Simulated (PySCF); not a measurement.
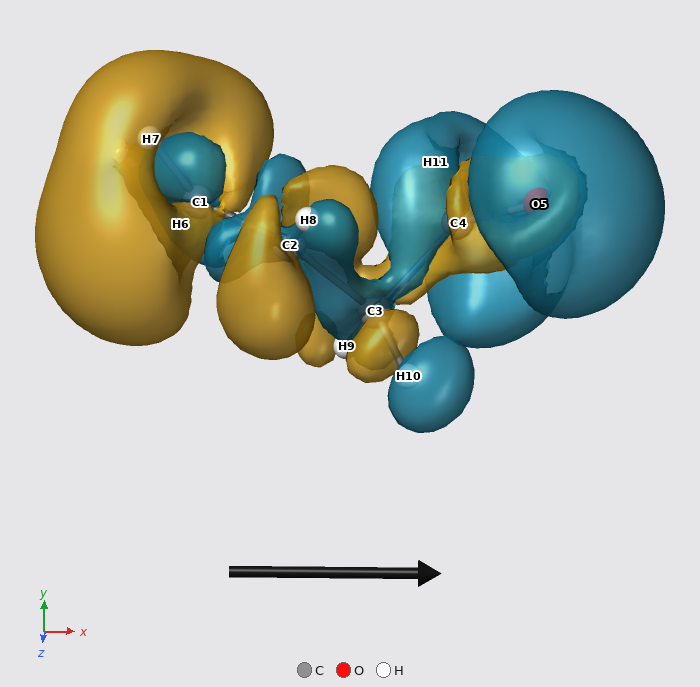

Figure. C₄H₆O, charge −1, doublet, SMILES `C=CC[CH][O-]`. Change of the electron density in a uniform field of 0.10 V/Å along +x (arrow), surfaces at ±0.0006 e/Å³ (yellow: gain, teal: loss).

Computed with PySCF, PBE/def2-TZVP, geometry: GFN2-xTB. No frequency check shows the geometry to be a minimum. For an anion such functionals hold the outermost electrons too loosely, so the response is rough. The stability of the open-shell solution wasn't checked. The basis has no diffuse functions, which an anion needs. GFN2-xTB doesn't know the spin state, so this open-shell geometry is rough.

> What dipole is induced, and what polarisability does it imply?

The induced dipole is 0.62 D (along the field); α along this axis, from the fields in both directions, is 122 bohr³ (18.0 Å³).

> Which atoms gain and lose the most charge?

Electrons gather most on C1 (Hirshfeld charge changes by −0.011 e) and leave O5 most (+0.014 e); 0.039 electrons are displaced in all.

Cost of the run: 2.3 min on 1 thread of Arm Neoverse V2 (shared host), peak memory 0.69 GiB.
